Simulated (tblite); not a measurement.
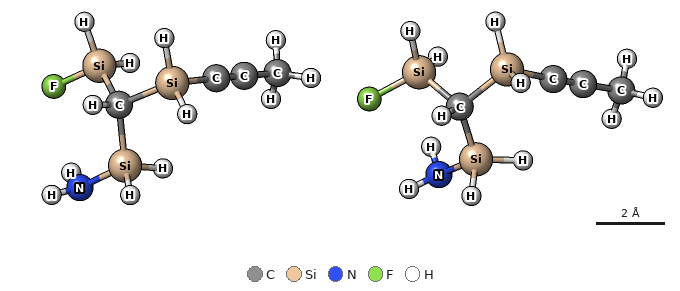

Two geometries of C4H12FNSi3, drawn at one scale. One is the start of a relaxation, the other its converged end. The picture is a ball-and-stick view, seen at a tilt.

Level of theory: tblite 0.8.0, GFN2-xTB geometry optimisation, gas phase. 

Question: Which one is relaxed?

Answer: The left one is the relaxed one. The F atom moves most after the best rigid fit: 1.26 Å. Largest moves by element: F 1.26 Å, H 1.03 Å, N 0.93 Å, Si 0.79 Å, C 0.53 Å. Some distances before and after: C–Si 1.843 → 1.917 Å, N–Si 1.796 → 1.724 Å, F–Si 1.686 → 1.624 Å, C–C 1.489 → 1.446 Å. Bond angles that change, for instance: F–Si–H 113.6° → 103.4°, C–Si–H 106.1° → 114.1°, H–Si–H 106.2° → 113.1°. Groups turn about C–Si by about 40°, C–Si by about 35°. Over 147 geometry steps the energy falls by 0.711 eV.
